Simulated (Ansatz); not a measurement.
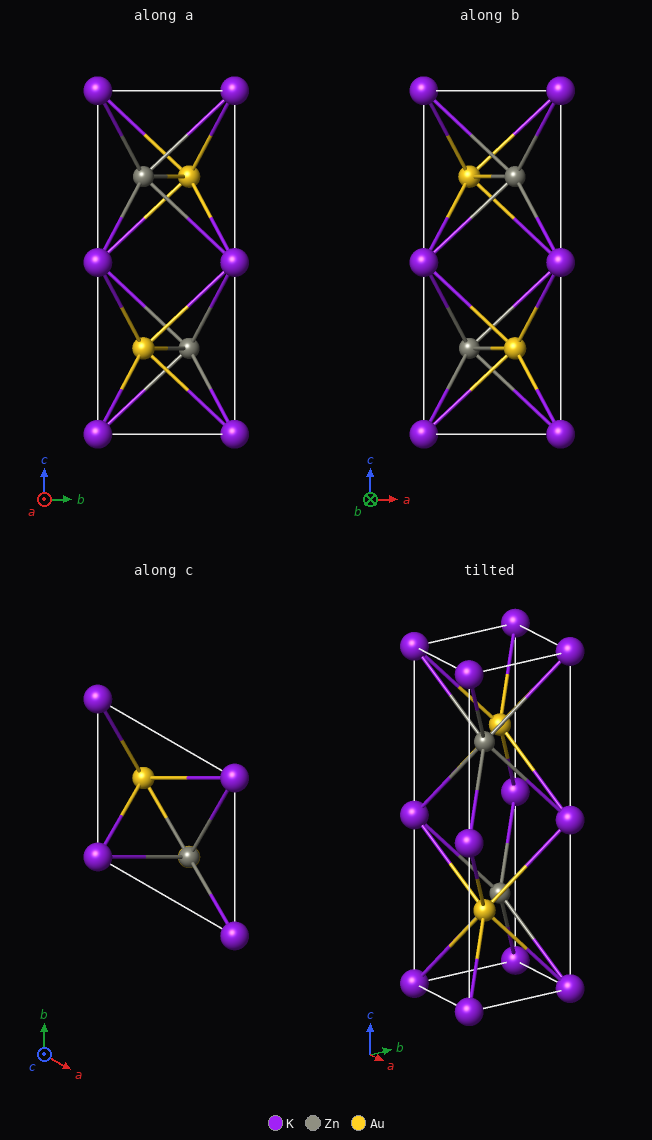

Ball-and-stick drawing of the structure, looking along the a axis, along the b axis, along the c axis and slightly off an axis. Thin lines show the conventional unit cell, with boundary atoms drawn in all their periodic places.

Lattice parameters: a = 4.5138 Å, b = 4.5138 Å, c = 9.8172 Å, α = 90.000°, β = 90.000°, γ = 120.000°.

> Put the structure into a CIF in P1 with every atom of the cell.

```cif
data_structure
_symmetry_space_group_name_H-M 'P 1'
_symmetry_Int_Tables_number 1
_cell_length_a 4.5138
_cell_length_b 4.5138
_cell_length_c 9.8172
_cell_angle_alpha 90.000
_cell_angle_beta 90.000
_cell_angle_gamma 120.000
_cell_volume 173.22
loop_
_atom_site_label
_atom_site_type_symbol
_atom_site_fract_x
_atom_site_fract_y
_atom_site_fract_z
_atom_site_occupancy
K1 K 0.0000 0.0000 0.0000 1
K2 K 0.0000 0.0000 0.5000 1
Zn1 Zn 0.3333 0.6667 0.2500 1
Zn2 Zn 0.6667 0.3333 0.7500 1
Au1 Au 0.3333 0.6667 0.7500 1
Au2 Au 0.6667 0.3333 0.2500 1
```

The structure was taken from a structure type filled with these elements by a generator (whether the compound takes this form wasn't checked). Atoms and cell were optimised with Ansatz 0.2.0, DFT PBE, scalar-relativistic, plane waves, PAW.
